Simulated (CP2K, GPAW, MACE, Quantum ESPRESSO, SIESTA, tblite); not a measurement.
# tblite runs on Σ3 (112)[1-10] symmetric tilt boundary in Al (72 atoms)

Aim: run Σ3 (112)[1-10] symmetric tilt boundary in Al (72 atoms) in tblite and see how near its forces come to a plane-wave reference, and at what cost.

Method: the method is named at each step, in tblite 0.8.0.

## 1. The starting structure

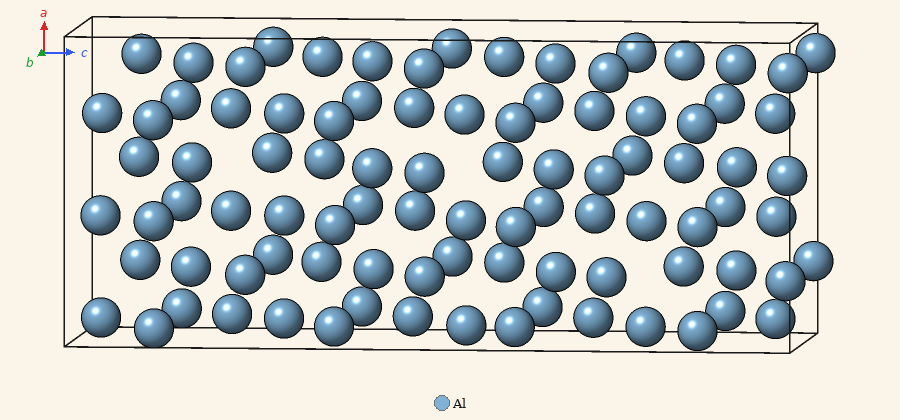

The starting structure, seen from the side, with the c axis across the page (aluminium light blue). Some periodic images of atoms are drawn too.

The cell holds 72 atoms: 72 Al. Its edges and angles: a = 8.591 Å, b = 7.015 Å, c = 20.165 Å, α = 90.0°, β = 90.0°, γ = 90.0°. It derives from Al (fcc). Fcc Al (a = 4.05 Å); two grains mirrored in (112), tilt axis [1-10], misorientation 70.53 deg; 3 x 1 boundary periods, 2 lattice periods a grain, two boundaries a cell, upper grain shifted by [0, 0] of the boundary cell and opened by 0.2 Å, one atom of each pair nearer than 1.575 Å removed; annealed from 300 K for 3 ps and minimised with a classical potential (one cell length free). Then every atom was moved at random, 0.03 Å r.m.s. a Cartesian component. Regions: lower grain, 36 atoms (36 Al); upper grain, 36 atoms (36 Al). The structure's axis is c.

The yardstick, on the same geometry:

* method: Kohn-Sham DFT, PBE, SSSP efficiency 1.3.0 pseudopotentials, plane waves (Quantum ESPRESSO 7.5); sssp-pbe-1.3.0-efficiency, cutoffs 45/360 Ry, Γ point
* r.m.s. force component: 0.1335 eV/Å
* longest force: 0.4446 eV/Å
* pressure: -0.2897 GPa
* time: 1.7 min on 4 MPI ranks of Intel Xeon Platinum 8488C (Sapphire Rapids), shared host
* CPU time: 6.7 min

## 2. GFN1-xTB

Method: GFN1-xTB tight binding, diagonalisation.

File run.py:

```python
import numpy as np
from ase.io import read
from tblite.ase import TBLite

atoms = read("structure.xyz")
atoms.calc = TBLite(method="GFN1-xTB", electronic_temperature=580, accuracy=1.0, max_iterations=250, mixer_damping=0.1, verbosity=1)
energy = atoms.get_potential_energy()
forces = atoms.get_forces()
print(f"energy {energy:.6f} eV")
print("forces (eV/A)")
for i, (a, f) in enumerate(zip(atoms, forces)):
    print(f"{i:4d} {a.symbol:2s} {f[0]:10.5f} {f[1]:10.5f} {f[2]:10.5f}")
stress = -atoms.get_stress(voigt=False) * 160.21766
print("stress (GPa, compression positive)")
for row in stress:
    print(" ".join(f"{x:10.4f}" for x in row))
print("charges (e)")
print(np.array2string(atoms.get_charges(), precision=4, suppress_small=True, max_line_width=110, threshold=100000))
```

File structure.xyz:

```xyz
72
Lattice="8.59135 0.00000 0.00000 0.00000 7.01481 0.00000 0.00000 0.00000 20.16540" Properties=species:S:1:pos:R:3 pbc="T T T"
Al 6.30244 4.67993 0.79573
Al 3.46747 4.69992 0.75398
Al 4.90893 6.97321 20.08897
Al 4.91064 2.33102 1.56242
Al 4.96219 4.76264 3.30370
Al 6.30519 0.02546 2.46865
Al 6.27555 2.33179 4.11858
Al 6.33664 4.69985 5.85845
Al 0.63275 4.65482 0.76266
Al 1.99311 6.99608 20.04622
Al 2.05522 2.35003 1.59851
Al 2.06416 4.67046 3.26256
Al 3.50158 6.99082 2.48276
Al 3.43714 2.32969 4.12040
Al 3.50510 4.69606 5.86067
Al 4.87044 0.04279 5.00909
Al 4.88659 2.31790 6.71246
Al 4.83676 4.67769 8.30250
Al 6.32237 6.98640 7.49750
Al 6.33578 2.37514 9.21458
Al 7.76332 0.03844 20.11438
Al 7.76744 2.37030 1.63521
Al 7.71572 4.63861 3.33092
Al 0.53112 0.01831 2.49446
Al 0.57837 2.37430 4.15347
Al 0.65183 4.68028 5.85099
Al 2.04130 0.01333 5.03066
Al 2.04036 2.30037 6.62978
Al 2.03813 4.62872 8.33537
Al 3.44333 0.02736 7.53178
Al 3.48087 2.29426 9.23112
Al 7.80533 0.01936 5.03833
Al 7.72723 2.35340 6.66466
Al 7.80327 4.68105 8.30814
Al 0.62725 0.00694 7.49951
Al 0.55457 2.35368 9.17445
Al 7.79261 4.69256 18.41706
Al 4.95343 4.68028 18.43944
Al 4.90583 6.96129 10.00768
Al 6.26077 2.36820 19.24767
Al 6.34858 4.73170 15.91615
Al 0.59246 0.00708 17.60177
Al 7.71194 2.31903 16.72478
Al 7.78162 4.65341 13.39285
Al 2.09071 4.67656 18.42452
Al 2.03091 6.99061 10.01636
Al 3.40321 2.33523 19.27853
Al 3.44195 4.73577 15.93288
Al 6.33715 0.01178 17.58645
Al 4.86288 2.31103 16.70986
Al 4.84879 4.68807 13.34788
Al 7.73093 0.03606 15.13010
Al 6.29153 2.33172 14.21883
Al 6.34755 4.68702 10.86895
Al 0.65921 0.03101 12.52433
Al 7.76667 2.33355 11.71106
[... 12 atom lines left out ...]
Al 0.55698 2.30282 14.18575
Al 0.50766 4.71290 10.92219
Al 3.42932 6.99096 12.54994
Al 2.06545 2.31643 11.71428
```

On the command line:

```sh
$ OMP_NUM_THREADS=1 python run.py > output.txt
```

Log:

```text
------------------------------------------------------------
  cycle        total energy    energy error   density error
------------------------------------------------------------
      1     -88.20738640819  -8.7808843E+01   3.2399988E-01
      2     -88.20521690251   2.1695057E-03   2.9109781E-01
      3     -84.49432083167   3.7108961E+00   7.4396991E-02
      4     -88.20379194291  -3.7094711E+00   7.4941464E-03
      5     -88.20771024941  -3.9183065E-03   3.8103683E-03
      6     -88.19844844914   9.2618003E-03   4.5973178E-03
      7     -88.20747958025  -9.0311311E-03   2.5357300E-03
      8     -88.20852090683  -1.0413266E-03   1.3664067E-03
      9     -88.20852514759  -4.2407686E-06   9.4299939E-04
     10     -88.20852684509  -1.6974963E-06   4.5512495E-04
     11     -88.20852806779  -1.2226990E-06   1.0001657E-04
     12     -88.20852839179  -3.2400077E-07   4.0013678E-05
     13     -88.20852843126  -3.9465775E-08   2.2259776E-05
     14     -88.20852843219  -9.3037045E-10   6.2883691E-06
------------------------------------------------------------
 total:                                  12.675 sec
energy -2400.276318 eV
forces (eV/A)
   0 Al    0.22096   -0.07231   -0.01186
   1 Al    0.00467   -0.04830    0.05933
   2 Al   -0.06377    0.11243   -0.01079
   3 Al   -0.14935    0.05824    0.01366
   4 Al   -0.15270   -0.20295    0.12120
   5 Al    0.16520    0.04579   -0.02955
   6 Al   -0.05201   -0.10316    0.14667
   7 Al    0.00578   -0.00328   -0.04900
   8 Al   -0.16204    0.08108    0.11117
   9 Al    0.02353    0.04629    0.13916
  10 Al    0.04628   -0.16224    0.05163
  11 Al   -0.08977    0.11275    0.00079
  12 Al   -0.23546    0.07458   -0.13812
  13 Al    0.14789    0.09561    0.03727
  14 Al   -0.09203   -0.06915   -0.13964
  15 Al    0.02358    0.03004    0.04057
  16 Al    0.08601    0.02975   -0.07014
  17 Al    0.13981   -0.02328    0.15438
  18 Al    0.08662   -0.01124    0.09991
  19 Al   -0.11326    0.02142   -0.02802
  20 Al   -0.02853   -0.02679   -0.01351
  21 Al   -0.02831    0.07567   -0.13547
  22 Al    0.12689    0.11501    0.02952
  23 Al    0.16681   -0.12054   -0.01828
[...]
64 Al   -0.04860    0.02758   -0.07029
  65 Al    0.07667   -0.03023    0.05745
  66 Al    0.14888   -0.00261    0.05463
  67 Al   -0.24212    0.09122    0.09568
  68 Al    0.14332   -0.12576    0.09387
  69 Al    0.30318   -0.13337   -0.06160
  70 Al    0.11556    0.06197   -0.03821
  71 Al   -0.09414    0.16830   -0.06509
stress (GPa, compression positive)
   61.7363     0.0055    -0.0152
    0.0055    -7.9006    -2.3673
   -0.0152    -2.3673    20.5007
charges (e)
[ 0.0001  0.0051  0.0014  0.0004  0.0014  0.0104 -0.0021 -0.0001 -0.0006  0.0016 -0.0035 -0.0072 -0.0002
 -0.0051 -0.0019  0.0008  0.0043 -0.0009 -0.003  -0.0025 -0.006   0.0014  0.0013 -0.008  -0.0005  0.0023
  0.0029  0.007  -0.0057  0.0063 -0.0002 -0.006   0.0003  0.0046  0.0051 -0.0075 -0.0008 -0.0022 -0.0064
 -0.0021  0.0005  0.0001  0.0053 -0.0024  0.0048 -0.0017  0.0026 -0.0031  0.0046 -0.0024 -0.0036  0.0009
 -0.0036  0.0005  0.0042  0.0021  0.0003  0.0017  0.0014 -0.0021 -0.0066  0.0038  0.0047 -0.0009 -0.0018
 -0.0061  0.0018 -0.0019 -0.004   0.0028  0.0131  0.0009]
```

Run time: 13 s. Hardware: 1 thread of Intel Xeon Platinum 8488C (Sapphire Rapids), shared host; peak memory 0.14 GiB.

Banners, paths, timers and routine set-up lines are dropped from the logs unmarked, and long logs keep their key lines alone; longer cuts are marked.

Against the reference:

| Property | Result |
| --- | --- |
| r.m.s. force component | 0.1004 eV/Å |
| r.m.s. difference of force components | 66.1 meV/Å |
| longest difference of force vectors | 194.7 meV/Å |
| force difference over r.m.s. force | 49.53 % |
| slope of forces against the reference's | 0.6602 |
| correlation of force components | 0.8778 |
| pressure | 24.78 GPa |
| pressure difference | 25.07 GPa |

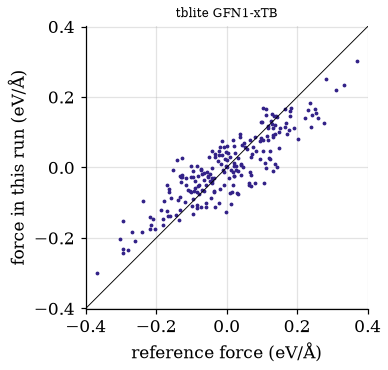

Force components against those of the reference; the line marks equality.

The surroundings of Al70, which bears the longest force, nearest first, numbered as they follow in the input and with coordinates relative to it.

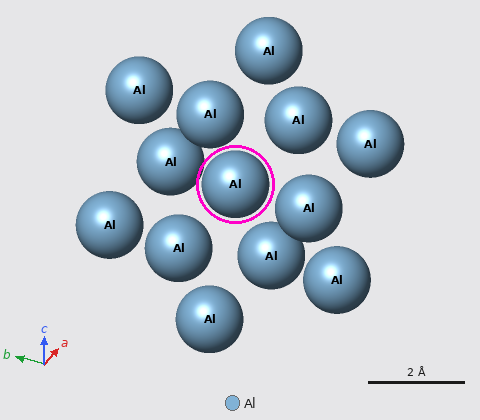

The atoms of the table, within 3.0 Å (arrows a, b, c point along x, y, z); some may hide others; the central atom is ringed.

| atom | x | y | z | distance (Å) | Mulliken charge (e) | Fx | Fy | Fz (eV/Å) |
| --- | --- | --- | --- | --- | --- | --- | --- | --- |
| Al70 | 0.00 | 0.00 | 0.00 | 0.00 | 0.00 | 0.303 | -0.133 | -0.062 |
| Al54 | -2.75 | -0.03 | -0.05 | 2.75 | 0.00 | -0.145 | -0.012 | 0.025 |
| Al44 | -1.32 | -0.06 | 2.47 | 2.80 | 0.00 | -0.184 | 0.164 | -0.006 |
| Al57 | -1.30 | 2.31 | -0.92 | 2.81 | 0.00 | -0.174 | 0.045 | -0.074 |
| Al55 | 0.15 | 2.33 | 1.60 | 2.83 | 0.00 | -0.184 | -0.024 | 0.146 |
| Al56 | -1.33 | -2.38 | 0.79 | 2.84 | 0.00 | -0.076 | -0.066 | 0.058 |
| Al46 | 1.52 | 2.28 | -0.91 | 2.89 | 0.00 | -0.111 | 0.022 | -0.112 |
| Al62 | 1.50 | -0.04 | 2.48 | 2.90 | 0.00 | -0.061 | -0.101 | 0.005 |
| Al65 | 2.91 | -0.04 | -0.01 | 2.91 | 0.00 | -0.049 | 0.028 | -0.070 |
| Al34 | -1.30 | -0.03 | -2.61 | 2.92 | 0.00 | -0.049 | 0.040 | -0.043 |
| Al36 | 0.05 | -2.36 | -1.75 | 2.94 | -0.01 | 0.252 | 0.040 | 0.063 |
| Al72 | 1.56 | -2.40 | 0.79 | 2.97 | 0.00 | -0.094 | 0.168 | -0.065 |
| Al29 | 1.53 | -0.08 | -2.59 | 3.01 | -0.01 | -0.045 | -0.071 | 0.048 |

Atoms are counted from 1 here, from 0 in the log.

Forces lie 50 % from the reference's, at 0.033 times its CPU time (on 1 against 4 cores).

## 3. Outcome

```
force difference from the reference : tblite GFN1-xTB, 50 %
its CPU time                        : 13 s
```

In words: Tight binding differs by 50 % (tblite GFN1-xTB); it is another model, with fitted parameters of its own, and the xTB methods hold dispersion. One electronic-structure run takes under half the reference's CPU time: tblite GFN1-xTB, at 50 % in 13 s against 6.7 min; its pressure misses by +25.1 GPa. Periodic xTB results under one method name differ between programs and library versions. The reference's pressure holds the uncorrected Pulay stress of its 45 Ry basis, so small pressure differences, and their order, may be the reference's own error. The reference's stress is far from hydrostatic: its diagonal is 21.9, -30.0, 7.2 GPa, compression counted positive. The host structure and its lattice constant were typed by rule, without a check against the phase diagram. The electronic-structure runs sample only Γ, in a cell whose shortest periodic width is 7 Å, which is coarse for a cell with partly filled levels.

[Also dropped from logs without a mark: logging warnings of Python, and SIESTA's first energy breakdown and zero terms.]

[Logs are printed without paths, hosts, clocks, repeated set-up lines and the standing remarks that a program may print on its own settings, such as how far it seeks lower states.]

[Hosts, paths, dates, database ids (printed as entryN), source tags and the programs' standing remarks are cut or masked in the printed files.]
